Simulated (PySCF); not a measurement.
Consider C₆H₁₈NPSi (SMILES CC(C)P([SiH3])CN(C)C).

Input file:

```
{"job": {"kind": "nmr", "xc": "PBE0", "basis": "pcSseg-1"}, "charge": 0, "multiplicity": 1}
C     -2.972157    -0.301266     0.598559
C     -1.541595    -0.458683     0.096096
C     -0.828947    -1.616027     0.789226
P     -0.565855     1.127210     0.374100
Si    -1.718276     2.542027    -0.957344
C      0.873780     0.863037    -0.807287
N      1.889175    -0.007586    -0.258921
C      2.789487    -0.502385    -1.269880
C      2.586138     0.569185     0.863356
H     -3.539091     0.454375     0.032037
H     -2.989026    -0.004579     1.660101
H     -3.515518    -1.255970     0.510806
H     -1.562712    -0.651125    -0.992097
H     -0.821851    -1.467590     1.881509
H     -1.347881    -2.566529     0.581016
H      0.216087    -1.696357     0.456693
H     -2.945404     3.032325    -0.261224
H     -2.125728     1.904346    -2.253454
H     -0.842352     3.716697    -1.258343
H      0.496715     0.413199    -1.741003
H      1.277952     1.867803    -1.076421
H      3.388258     0.301226    -1.755677
H      3.493091    -1.221955    -0.823683
H      2.226129    -1.026456    -2.057421
H      3.194315     1.459643     0.583352
H      1.863996     0.882961     1.632054
H      3.261078    -0.176201     1.310723
```

Run with:

```sh
OMP_NUM_THREADS=1 python probes_run.py task.json out
```

Geometry: PBE0-D3(BJ)/def2-SVP.

Method: PySCF, PBE0/pcSseg-1, SCF density, gas phase, non-relativistic.

Q: What can the converged electron density and electron localisation function tell about the bonding?

A: C–N (1.44 Å): ρ at the midpoint is about 2 e/Å³; the ELF peaks at about 0.95 between the atoms; a covalent bond.
C–P (1.88 Å): ρ at the midpoint is about 1.1 e/Å³; the ELF peaks at about 0.95 between the atoms: localised, covalent bonding.
Si–P (2.26 Å): the density is about 0.74 e/Å³ at the midpoint, with its minimum of 0.66 e/Å³ about 0.8 Å from Si; the ELF peaks at about 0.95 between the atoms, as expected for a shared electron pair.
C–H (1.10 Å): the density is about 2 e/Å³ at the midpoint; the ELF climbs to about 1 towards the hydrogen, as it does in any bond to H (a covalent bond by its length).

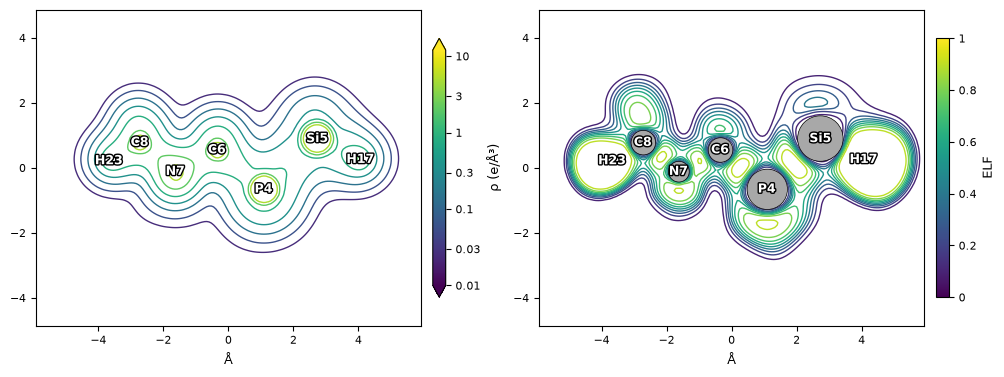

Computed electron density and electron localisation function on the plane of atoms P4, Si5 and H17, in this order. Grey discs cover the atomic cores in the ELF map. 
